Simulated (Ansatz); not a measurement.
**C2H3F3Si: density, localisation and related maps**

The calculation's input:

```
crystal:
  periodic: [false, false, false]
  atoms:
    - {symbol: C, position_ang: [0.198153, -1.493705, 0.354966]}
    - {symbol: C, position_ang: [0.386536, -0.202121, 0.613113]}
    - {symbol: Si, position_ang: [-0.262832, 1.105515, -0.481406]}
    - {symbol: F, position_ang: [-1.037508, 0.473171, -1.701856]}
    - {symbol: F, position_ang: [0.884903, 2.018163, -1.063177]}
    - {symbol: F, position_ang: [-1.258859, 2.070101, 0.271033]}
    - {symbol: H, position_ang: [0.585147, -2.270971, 1.006889]}
    - {symbol: H, position_ang: [-0.351153, -1.828490, -0.519428]}
    - {symbol: H, position_ang: [0.944113, 0.081937, 1.502667]}
basis:
  gaussian: {orbitals: def2-TZVPP}
hamiltonian: {xc: pbe0, dispersion: d4}
output: {orbitals: {seedname: orbitals}}
```

Run with:

```sh
ansatz run in.yaml --threads 4 --pin off --events-out ev --progress --plain --max-ram 10444MiB
```

Geometry: PBE0-D4/def2-TZVP.

The calculation used RKS PBE0-D4/def2-TZVPP in Ansatz 0.2.0.

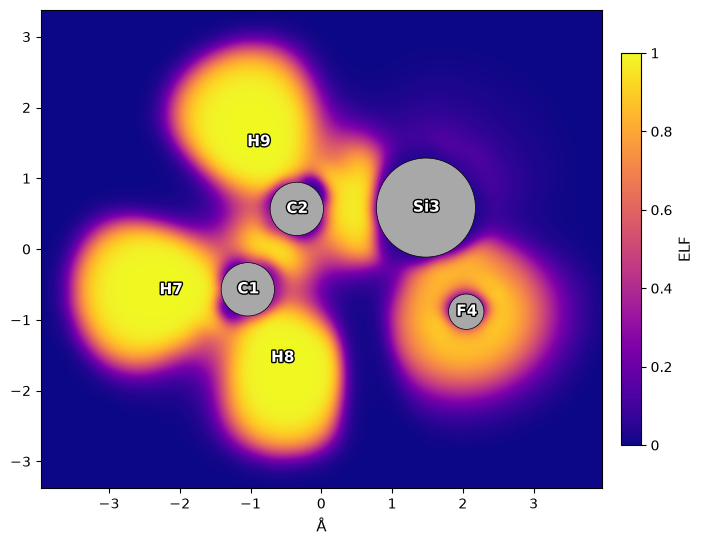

Figure 1. Electron localisation function on the plane of atoms C2, Si3 and F4. Grey discs cover the atomic cores.

Read the bonding off the picture.

The plane passes through C, Si, F and H nuclei.
C–C (1.33 Å): the ELF peaks at about 0.90 between the atoms; a multiple bond.
Si–F (1.58 Å): the ELF peaks at about 0.85 in the valence shell of F, 0.6 Å from its nucleus, and is about 0.50 at the midpoint.
C–Si (1.82 Å): the ELF peaks at about 0.95 between the atoms (a covalent bond).
C–H (1.09 Å): the ELF climbs to about 1 towards the hydrogen, as it does in any bond to H (a covalent bond by its length).
The ELF also peaks beside F4, away from the bonds: lone-pair regions.

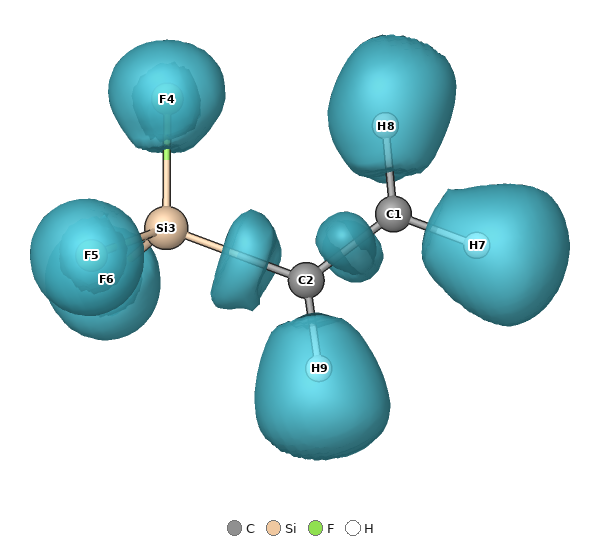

Figure 2. Isosurface of the electron localisation function at 0.8 (cyan), seen across its widest extent. Core shells and regions of very low density are left out.

Describe the localisation domains.

At this value the surface marks out one region between bonded C–C atoms (shared pairs), one region between bonded C–Si atoms (shared pairs), three regions around hydrogen nuclei and three regions wrapped around F (its lone pairs, merged into a ring or cap).

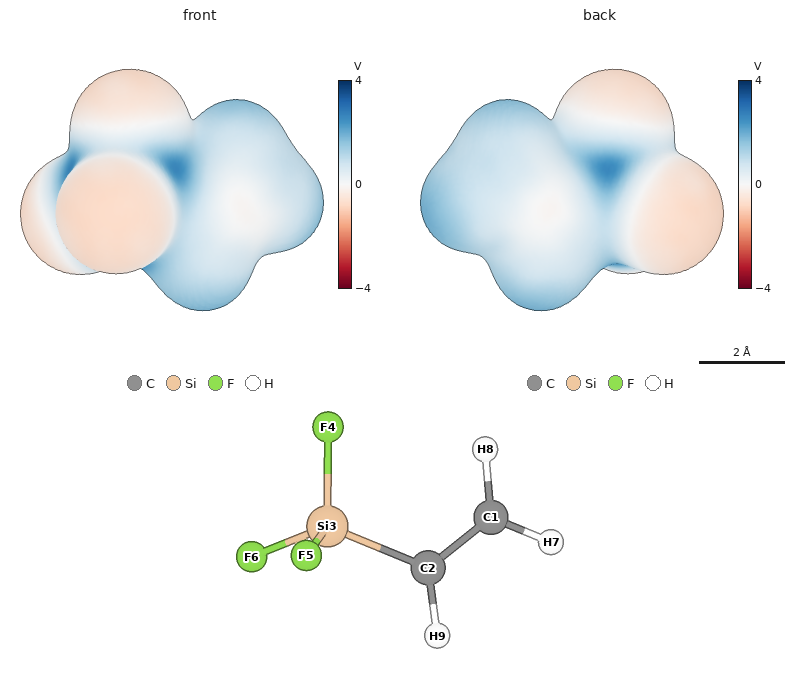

Figure 3. The electrostatic potential painted on the density surface at 0.004 e/bohr³, seen from the front and from behind; the colour scale runs from red (negative) to blue (positive). The bare structure is drawn below in the same view.

Describe the electrostatic potential map.

The most negative region (about −0.8 V, or −18 kcal/mol for a unit charge) lies over F5 and F6, the most positive (about +2.9 V, or +67 kcal/mol for a unit charge) over Si3.

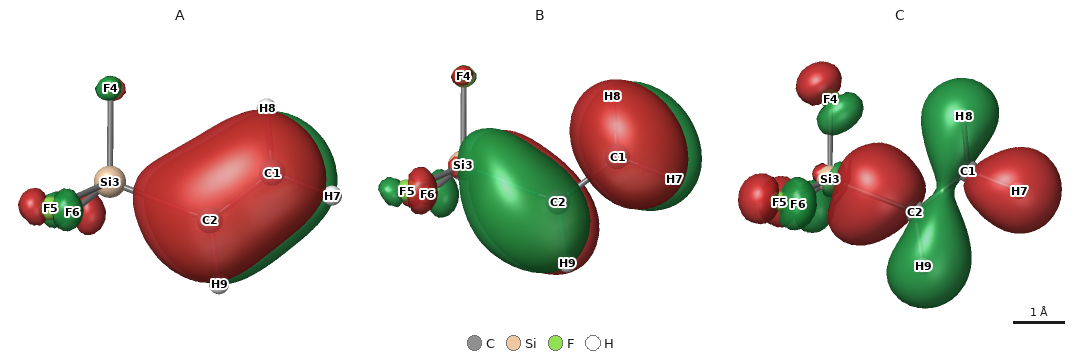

Figure 4. Three frontier orbitals at ±0.1 Å⁻³ᐟ² (green and red are the two phases), in no order.

Order the three orbitals by energy and name them.

C is the HOMO−1 (−9.99 eV). Its weight (Hirshfeld) is mainly on C2 (about 30 %), C1 (about 15 %), Si3 (about 15 %), H7 (about 10 %), H9 (about 10 %) and H8 (about 5 %). A is the HOMO (−8.90 eV). It lies mainly on C2 (about 40 %) and C1 (about 40 %); π-bonding across C2–C1. B is the LUMO (−1.19 eV). It lies mainly on C1 (about 40 %), C2 (about 30 %) and Si3 (about 15 %); π-antibonding (π*) across C1–C2.

What is the HOMO–LUMO gap?

7.71 eV between the orbital energies.
